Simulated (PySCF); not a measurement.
**CoNCl: quartet, from a bent start**

The task is one start of a wider search on CoNCl: the quartet, from a bent start. It is relaxed, tested by its Hessian and followed downhill if it is a saddle.

Program: PySCF 2.14.0. Level of theory: PBE0, basis Co def2-TZVP, N def2-TZVP, Cl def2-TZVP, no relativity, density fitting. These are calculated values, not measurements.

## (1) The system as given

3 atoms, charge 0, spin multiplicity 4.

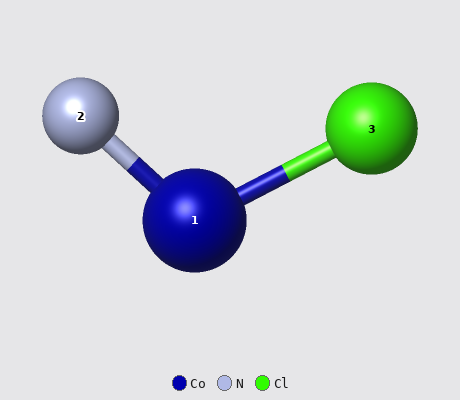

As it starts; cobalt blue, nitrogen light blue, chlorine green; atoms are numbered from 1 in the order of the file.

```xyz
3
charge 0 multiplicity 4
Co    0.0000    0.0000    0.0000
N    -1.3352    0.0000    0.9349
Cl    1.7202    0.0000    1.2045
```

## (2) Finding the electronic state

One driver script runs all steps and calls PySCF; scf.py shows how it sets up the SCF of each step. The optimiser is the driver's own. After this first run the driver tries any further starts and a stability analysis.

scf.py reads:

```python
from pyscf import gto, scf, dft
mol = gto.M(atom='''
Co     0.000000     0.000000     0.000000
N     -1.335200     0.000000     0.934900
Cl     1.720200     0.000000     1.204500''',
    basis={'Co': 'def2-TZVP', 'N': 'def2-TZVP', 'Cl': 'def2-TZVP'},
    charge=0, spin=3)
mf = dft.UKS(mol, xc='PBE0')
mf.grids.atom_grid = (50, 194)
aux = {'Co': 'def2-universal-JKFIT', 'N': 'def2-universal-JKFIT', 'Cl': 'def2-universal-JKFIT'}
mf = mf.density_fit(auxbasis=aux)
mf.conv_tol = 1e-08
mf.diis_space = 10
mf.max_cycle = 60
mf.init_guess = 'minao'
mf.verbose = 4
mf.kernel()
```

The run is started by

```sh
$ OMP_NUM_THREADS=4 python axn.py task.json out
```

After this run come: Bent start, quartet: relaxation; Is it a minimum? Harmonic modes.

**Question.** What will these runs give? Wanted: minimum; geometry; wavenumbers; dipole moment; highest occupied, lowest empty level; polar-tensor charge of Co1; zero-point energy; atomisation energy; ⟨S²⟩.

The runs gave:

```
                                          quantity                                        value
                                           minimum                                  quartet, Cs
                                          geometry  Co–Cl 2.103 Å, Co–N 1.587 Å; Cl–Co–N 132.3°
                                wavenumbers (cm⁻¹)                 104 (a'), 423 (a'), 815 (a')
                                     dipole moment                                       2.72 D
highest occupied, lowest empty level (either spin)                              -7.96, -4.05 eV
                        polar-tensor charge of Co1                                      +0.84 e
                                 zero-point energy                                   8.0 kJ/mol
                               entropy at 298.15 K                              297.6 J/(mol K)
         atomisation energy (no zero-point energy)                                   561 kJ/mol
                                              ⟨S²⟩                                        3.986
```

What this shows: The bent start keeps its Cs symmetry and ends in a minimum. In the infrared the band at 423 cm⁻¹ (a', stretch) leads. Most of the spin sits on Co1 (Mulliken spin 2.34, against 3 for the whole molecule). Only this shape and spin were tried, so other structures or states may lie lower. The determinant is spin-contaminated (⟨S²⟩ = 3.99, pure value 3.75). One determinant may miss the lowest occupation of an open d or f shell.
